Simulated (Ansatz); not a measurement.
Run report: SiH₃SO, single-point calculation

SiH₃SO, multiplicity 2, computed with UKS B3LYP-D4/def2-TZVPP (Ansatz 0.2.0).

The geometry comes from this level: PBE0-D4/def2-TZVP.

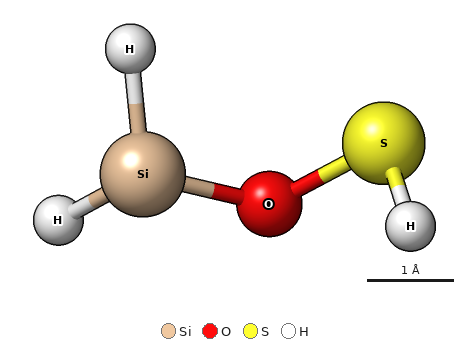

*The structure (ball-and-stick view, seen at an oblique angle).*

### Input file
```yaml
crystal:
  periodic: [false, false, false]
  atoms:
    - {symbol: Si, position_ang: [-0.986437, 0.051075, -0.387293]}
    - {symbol: O, position_ang: [0.555818, -0.572770, -0.215417]}
    - {symbol: S, position_ang: [1.586380, 0.188698, 0.838789]}
    - {symbol: H, position_ang: [-1.540551, -0.650217, -1.578681]}
    - {symbol: H, position_ang: [-0.919883, 1.526681, -0.593135]}
    - {symbol: H, position_ang: [1.304672, -0.543467, 1.935736]}
basis:
  gaussian: {orbitals: def2-TZVPP}
magnetization: {spin_polarized: true, initial_magnetization: 1}
hamiltonian: {xc: {name: B3LYP}, dispersion: d4}
```

Machine: 2 threads of Intel Xeon @ 2.50GHz, 11 GiB of memory available, shared host.

Command:
```bash
ansatz run in.yaml --threads 2 --pin off --events-out ev --progress --plain --max-ram 4352MiB
```

### The program's output
```
Functional definition: B3LYP
  name "B3LYP"
  cite "Stephens, Devlin, Chabalowski & Frisch, J. Phys. Chem. 98, 11623 (1994) doi:10.1021/j100096a001"
  cite "Becke, Phys. Rev. A 38, 3098 (1988) doi:10.1103/PhysRevA.38.3098"
  cite "Lee, Yang & Parr, Phys. Rev. B 37, 785 (1988) doi:10.1103/PhysRevB.37.785"
  cite "Vosko, Wilk & Nusair, Can. J. Phys. 58, 1200 (1980) doi:10.1139/p80-159"
  parameter a0 = 0.2
  parameter ax = 0.72
  parameter ac = 0.81
  exchange = (1 - a0 - ax)*slater_x + ax*b88_x + a0*exact_x
  correlation = (1 - ac)*vwn_rpa_c + ac*lyp_c
915 factors; their error is unknown
mean field evaluation 1: about -20806.1065 eV, gradient 3.5e1 eV
mean field evaluation 2: about -20788.2583 eV, gradient 7.5e1 eV
mean field evaluation 4: about -20810.0943 eV, gradient 1.8e0 eV
mean field evaluation 8: about -20810.1240 eV, gradient 4.3e-2 eV
mean field evaluation 16: about -20810.1240 eV, gradient 5.8e-5 eV
mean field -20810.12397464 eV, -764.7579504592 hartree, gradient 5.8e-5 eV, S^2 0.751782; 0 other end points of the search recorded, 0 dependent functions left out
reference -20810.12421216 eV, -764.7579591882 hartree; 21, 20 occupied and 136, 137 virtual orbitals, 915 factors
Total energy: -20810.32827601 eV, -764.7654583963 hartree
```

### Key numbers

```csv
quantity,value
outcome,converged
total energy,−20810.3283 eV
mean-field energy,−20810.1242 eV
dispersion energy,−0.2041 eV
⟨S²⟩,0.752
SCF solution under orbital rotations,stable
wall time,6.5 s (CPU time 8.6 s)
peak memory,0.4 GiB
```
